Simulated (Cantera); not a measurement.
Feed: 1 mol Al, 3.2 mol HCl, at 0.100 bar.

Cantera equilibrium calculation (NASA polynomials, part measured and part estimated; ideal gas, pure solids and liquids). Candidate condensed phases: Al, AlCl3; 12 gas species. The tables' values for AlCl2 are old estimates; treat these amounts as uncertain. Rates play no part.

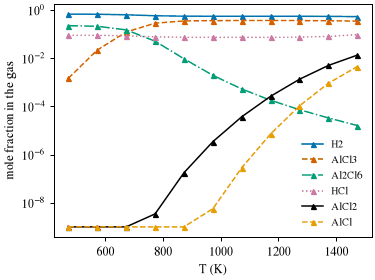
Figure: Equilibrium gas composition (values under 1e-9 drawn at 1e-9)

Task: Read off the mole fractions at 1273 K.

Result: H2 about 0.55, AlCl3 about 0.37, HCl about 0.076, AlCl2 about 0.0013, AlCl about 0.00011, Al2Cl6 about 7.3e-5.
